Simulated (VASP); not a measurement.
Band structure of ZrSe2 (1T layered). All values below come from modified Becke-Johnson potential (mBJ), VASP's PBE PAW potentials (set 64) (plane waves; VASP).

mBJ is a potential without an energy functional, so only the levels count. Without a dispersion term in the relaxation, distances and binding between the weakly bound layers, chains or molecules are unreliable, and so is what depends on them.

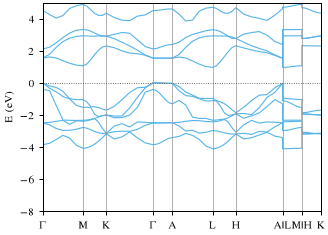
Figure. Bands along high-symmetry lines, zero at the valence-band maximum or, without a gap, the Fermi level

Read the plot: is there a gap, and where are the band edges?

The gap is indirect, 0.96 eV, from the valence maximum at Γ to the conduction minimum at L.

The compound is ZrSe2 in the 1T layered structure. It was relaxed first, which changed the volume by +15 %. The cell's shape comes from a PBE relaxation.
